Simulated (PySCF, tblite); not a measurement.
# C6H7S+: vibronic structure

What do calculations give for the vibronic structure of C6H7S+ (`Cc1ccc[s+]c1`)?

Computed with tblite 0.8.0 and PySCF 2.14.0 and routines of our own; the level stands in each step. Atoms count from 0.

## Step 1: The system as given

14 atoms, charge 1, multiplicity 1; geometry from: force field or distance geometry start.

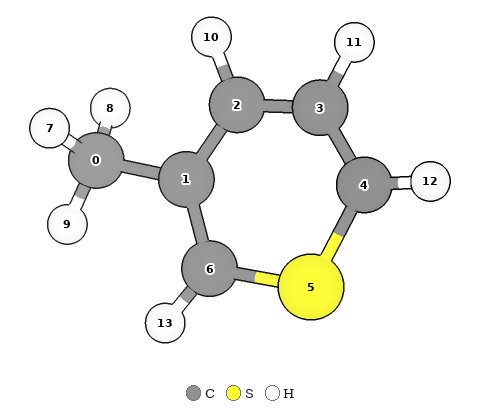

The starting geometry (carbon grey, sulfur yellow, hydrogen white).

## Step 2: Relaxing the molecule with GFN2-xTB

The job: settings as JSON, then the geometry in Å.

```
{"job": {"kind": "relax", "xc": "GFN2-xTB", "basis": "xTB"}, "charge": 1, "multiplicity": 1}
C      2.062800    -0.301900    -0.263800
C      0.616200     0.120800    -0.056900
C     -0.324500    -0.868400    -0.145100
C     -1.675400    -0.688100     0.002100
C     -2.302100     0.494000     0.309100
S     -1.285100     1.873700     0.471500
C      0.354300     1.441300     0.231700
H      2.354400    -0.931700     0.622600
H      2.067400    -0.968000    -1.125400
H      2.691200     0.583300    -0.311600
H      0.007700    -1.887300    -0.381300
H     -2.330100    -1.572300    -0.096400
H     -3.392000     0.553300     0.424800
H      1.154400     2.150800     0.296700
```

Started as:

```bash
$ OMP_NUM_THREADS=1 python excited_run.py task.json out
```

This one command runs all jobs of the session in turn.

What it wrote:

```text
step      E/eV     max force
  0    -521.95924    2.500
  1    -522.14500    1.014
  2    -522.21244    0.887
  3    -522.30490    0.691
  4    -522.33580    0.435
  5    -522.35451    0.253
  6    -522.36077    0.213
  7    -522.36798    0.271
  8    -522.37212    0.195
  9    -522.37394    0.071
 10    -522.37482    0.076
 11    -522.37580    0.087
 12    -522.37691    0.097
 13    -522.37798    0.090
 14    -522.37890    0.085
 15    -522.37972    0.091
 16    -522.38037    0.065
 17    -522.38080    0.052
 18    -522.38106    0.043
 19    -522.38127    0.042
 20    -522.38144    0.038
 21    -522.38157    0.023
 22    -522.38164    0.021
 23    -522.38168    0.015
 24    -522.38171    0.015
 25    -522.38173    0.011
 26    -522.38174    0.010
 27    -522.38175    0.010
```

It took 0.08 s on 1 thread of AMD EPYC 9R45, shared host.

Step by step:

```csv
step,energy from step 0 (eV),largest force (eV/Å)
0,0.0000,2.5002
1,-0.1858,1.0135
2,-0.2532,0.8874
3,-0.3457,0.6914
4,-0.3766,0.4349
5,-0.3953,0.2532
6,-0.4015,0.2134
7,-0.4087,0.2710
8,-0.4129,0.1951
9,-0.4147,0.0707
10,-0.4156,0.0764
11,-0.4166,0.0871
12,-0.4177,0.0973
13,-0.4187,0.0898
14,-0.4197,0.0849
15,-0.4205,0.0913
16,-0.4211,0.0647
17,-0.4216,0.0525
18,-0.4218,0.0433
19,-0.4220,0.0416
20,-0.4222,0.0378
21,-0.4223,0.0234
22,-0.4224,0.0215
23,-0.4224,0.0152
24,-0.4225,0.0153
25,-0.4225,0.0107
26,-0.4225,0.0100
27,-0.4225,0.0099
```

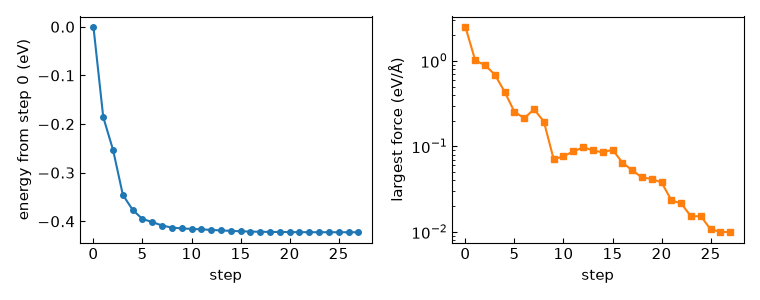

Energy and largest force along the relaxation.

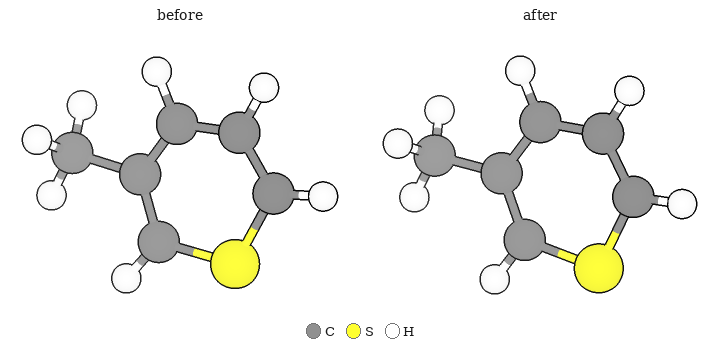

Before and after, at one scale.

Distances of close pairs at the start and the end, largest changes first:

```csv
bond,before (Å),after (Å),change (Å)
C0–H7,1.126,1.090,-0.036
C4–S5,1.722,1.687,-0.034
C1–C2,1.368,1.402,+0.034
C0–C1,1.521,1.488,-0.033
C3–H11,1.105,1.081,-0.023
S5–C6,1.712,1.689,-0.023
C4–H12,1.098,1.080,-0.018
C2–C3,1.371,1.388,+0.017
```

The end geometry stands in the next job.

## Step 3: Harmonic vibrations with GFN2-xTB

The job: settings as JSON, then the geometry in Å.

```
{"job": {"kind": "ir", "xc": "GFN2-xTB", "basis": "xTB"}, "charge": 1, "multiplicity": 1}
C      2.063781    -0.296116    -0.243613
C      0.630446     0.058230    -0.056762
C     -0.346934    -0.942119    -0.158440
C     -1.705257    -0.715156     0.012545
C     -2.231343     0.522564     0.301694
S     -1.302074     1.919051     0.483314
C      0.272013     1.361766     0.227829
H      2.407272    -0.889569     0.603912
H      2.192382    -0.905270    -1.135860
H      2.692424     0.585514    -0.320924
H     -0.018616    -1.946866    -0.384233
H     -2.387687    -1.548261    -0.085323
H     -3.294336     0.664434     0.428959
H      1.027250     2.131325     0.304735
```

What it wrote:

```text
mode    cm-1     km/mol
  1      49.2      1.84
  2     167.8      0.29
  3     253.3      0.30
  4     328.8      0.58
  5     394.3      4.54
  6     436.4      2.45
  7     464.9      1.44
  8     589.0      1.96
  9     708.1      0.15
 10     750.3     38.38
 11     816.4      0.26
 12     836.4      6.40
 13     879.5      7.66
 14     899.2      0.12
 15     940.5      0.81
 16     974.2      1.61
 17    1011.7     19.10
 18    1023.2     10.93
 19    1122.9      0.29
 20    1168.7     11.90
 21    1185.2      1.50
 22    1241.3      2.62
 23    1328.8      1.63
 24    1383.7     92.64
 25    1402.2      4.35
 26    1438.5     17.75
 27    1451.4     12.64
 28    1497.8     35.04
 29    1528.1     20.25
 30    3013.2      1.41
 31    3043.4      1.41
 32    3073.3      4.77
 33    3077.7      1.45
 34    3079.3     10.47
 35    3090.4     23.35
 36    3093.9      9.08
```

Wall time 0.22 s (1 thread of AMD EPYC 9R45, shared host).

The strongest bands and the atoms that carry them (share of the mass-weighted mode):

```csv
cm⁻¹,km/mol,atoms
750,38.4,"H12 36 %, H11 17 %, H10 16 %, H13 11 %"
1012,19.1,"H7 38 %, C0 18 %, H8 16 %, C1 14 %"
1384,92.6,"H7 30 %, H8 28 %, C0 16 %"
1438,17.8,"H9 45 %, H7 35 %, H8 12 %"
1451,12.6,"H8 40 %, H9 32 %, H7 11 %"
1498,35.0,"C2 46 %, C1 25 %"
1528,20.2,"C3 32 %, C1 24 %, C6 15 %"
3090,23.4,"H12 67 %, H10 23 %"
```

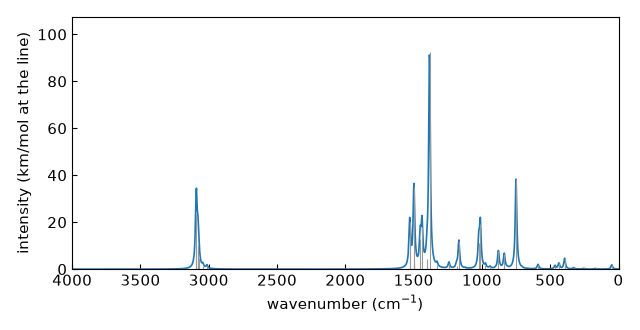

The infrared spectrum from these modes, unscaled. Lines are broadened to a width of 14 cm⁻¹ (Lorentzian).

## Step 4: Vibronic structure: TDA PBE0/6-31+G*

Settings changed since step 3:

```diff
@@ -1,2 +1,2 @@
-{"job": {"kind": "ir", "xc": "GFN2-xTB", "basis": "xTB"}, "charge": 1, "multiplicity": 1}
+{"job": {"kind": "vib", "xc": "PBE0", "basis": "6-31+G*", "tda": true}, "charge": 1, "multiplicity": 1}
 C      2.063781    -0.296116    -0.243613
```

Level: TDA PBE0/6-31+G* vertical-gradient vibronic structure (displaced harmonic oscillators, Condon), gas phase.

What it wrote:

```text
final grid: 54704 points
cycle   1  E = -630.3129728487  dE =  1.458e+00  |g| = 2.951e-01  |ddm| = 6.645e+00
cycle   2  E = -630.2937799157  dE =  1.919e-02  |g| = 3.840e-01  |ddm| = 1.747e+00
cycle   3  E = -630.3373168424  dE = -4.354e-02  |g| = 8.779e-02  |ddm| = 9.837e-01
cycle   4  E = -630.3394573956  dE = -2.141e-03  |g| = 2.997e-02  |ddm| = 3.004e-01
cycle   5  E = -630.3396868308  dE = -2.294e-04  |g| = 5.331e-03  |ddm| = 8.472e-02
cycle   6  E = -630.3396926881  dE = -5.857e-06  |g| = 2.314e-03  |ddm| = 1.851e-02
cycle   7  E = -630.3396939461  dE = -1.258e-06  |g| = 8.065e-04  |ddm| = 6.405e-03
cycle   8  E = -630.3396941292  dE = -1.831e-07  |g| = 2.487e-04  |ddm| = 2.108e-03
cycle   9  E = -630.3396941459  dE = -1.673e-08  |g| = 3.993e-05  |ddm| = 6.915e-04
cycle  10  E = -630.3396941463  dE = -3.861e-10  |g| = 1.419e-05  |ddm| = 1.453e-04
converged SCF energy = -630.3396941463

Singlet excitations (eV, f): 4.932 (0.0874)  5.602 (0.0426)  5.776 (0.0082)  6.005 (0.0003)  6.829 (0.0011)  7.023 (0.5138)

State S1  4.9324 eV  f = 0.08742  H->L 0.83, H-1->L+1 0.11
  relaxed dipole 1.180 D, largest gradient of the excitation energy 0.0471 Eh/bohr
  mode    cm-1        S   lambda/meV  Raman
    6    436.4    1.4322      77.5   0.743
   13    879.5    0.4747      51.8   1.000
   24   1383.7    0.1062      18.2   0.554
    9    708.1    0.1987      17.4   0.271
   20   1168.7    0.1019      14.8   0.379
   12    836.4    0.0662       6.9   0.126
   28   1497.8    0.0279       5.2   0.171
   27   1451.4    0.0248       4.5   0.143
   16    974.2    0.0321       3.9   0.083
   18   1023.2    0.0286       3.6   0.082
   31   3043.4    0.0092       3.5   0.232
   30   3013.2    0.0089       3.3   0.221
  reorganisation energy 0.2189 eV, total S 2.588, 0-0 4.7136 eV
  absorption maximum 4.876 eV, width 0.340 eV

State S2  5.6018 eV  f = 0.04256  H-1->L 0.67, H->L+1 0.26
  relaxed dipole 1.666 D, largest gradient of the excitation energy 0.0299 Eh/bohr
  mode    cm-1        S   lambda/meV  Raman
   13    879.5    0.4144      45.2   1.000
   20   1168.7    0.0911      13.2   0.388
    9    708.1    0.1471      12.9   0.230
   23   1328.8    0.0719      11.8   0.396
   19   1122.9    0.0845      11.8   0.333
   12    836.4    0.1096      11.4   0.239
   16    974.2    0.0480       5.8   0.142
   24   1383.7    0.0249       4.3   0.149
   18   1023.2    0.0212       2.7   0.069
    4    328.8    0.0573       2.3   0.019
    7    464.9    0.0399       2.3   0.027
   29   1528.1    0.0108       2.0   0.078
  reorganisation energy 0.1345 eV, total S 1.185, 0-0 5.4673 eV
  absorption maximum 5.467 eV, width 0.150 eV

State S6  7.0234 eV  f = 0.51382  H-1->L+1 0.36, H->L+1 0.25, H-1->L 0.14
  relaxed dipole 1.417 D, largest gradient of the excitation energy 0.0371 Eh/bohr
  mode    cm-1        S   lambda/meV  Raman
    9    708.1    0.5629      49.4   0.656
   13    879.5    0.4159      45.4   0.748
   24   1383.7    0.2246      38.5   1.000
   20   1168.7    0.1036      15.0   0.329
   28   1497.8    0.0421       7.8   0.220
   19   1122.9    0.0421       5.9   0.123
   31   3043.4    0.0147       5.6   0.317
   30   3013.2    0.0130       4.8   0.274
    4    328.8    0.0716       2.9   0.018
   25   1402.2    0.0147       2.6   0.067
   29   1528.1    0.0106       2.0   0.058
   22   1241.3    0.0109       1.7   0.039
  reorganisation energy 0.1886 eV, total S 1.587, 0-0 6.8348 eV
  absorption maximum 6.835 eV, width 0.226 eV

State T1  3.1747 eV  f = 0.00000  H->L 0.98
  relaxed dipole 1.913 D, largest gradient of the excitation energy 0.0651 Eh/bohr
  mode    cm-1        S   lambda/meV  Raman
    6    436.4    1.7699      95.8   0.755
   13    879.5    0.5770      62.9   1.000
   12    836.4    0.4948      51.3   0.776
    9    708.1    0.3604      31.6   0.405
   28   1497.8    0.1679      31.2   0.844
   20   1168.7    0.0779      11.3   0.239
   24   1383.7    0.0401       6.9   0.172
   16    974.2    0.0568       6.9   0.121
   22   1241.3    0.0408       6.3   0.141
   27   1451.4    0.0208       3.8   0.098
   21   1185.2    0.0238       3.5   0.075
    7    464.9    0.0461       2.7   0.022
  reorganisation energy 0.3291 eV, total S 3.783, 0-0 2.8456 eV
  absorption maximum 3.114 eV, width 0.426 eV
```

It took 10 s on 1 thread of AMD EPYC 9R45, shared host; peak memory 0.72 GiB.

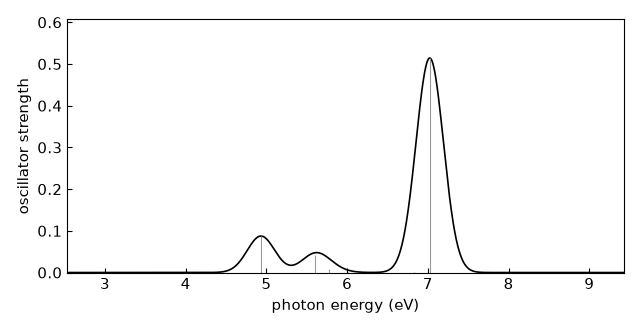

Absorption lines of the singlets. Lines are broadened to a width of 0.40 eV (Gaussian).

## Step 5: Outcome

| quantity | value |
| --- | --- |
| strongest single infrared mode (GFN2-xTB) | 1384 cm⁻¹, 93 km/mol |
| zero-point energy (GFN2-xTB) | 68.3 kcal/mol |
| S1: vertical, reorganisation, 0-0, total S (step 4, TDA PBE0/6-31+G*, modes from GFN2-xTB) | 4.93, 0.22, 4.71 eV; 2.6 |
| S2: vertical, reorganisation, 0-0, total S (step 4, TDA PBE0/6-31+G*, modes from GFN2-xTB) | 5.60, 0.13, 5.47 eV; 1.2 |
| S6: vertical, reorganisation, 0-0, total S (step 4, TDA PBE0/6-31+G*, modes from GFN2-xTB) | 7.02, 0.19, 6.83 eV; 1.6 |

All 36 modes are real, so the xTB geometry is a minimum. The strongest single mode, at 1384 cm⁻¹, is carried by H7, H8, C0. GFN2-xTB is a fitted tight-binding method: band positions and strengths are rough. Its intensities can rank the bands wrongly. The vibronic model keeps the ground-state modes (from xTB) and shifts them along the gradient alone, so it can miss much of the relaxation that a full optimisation finds.
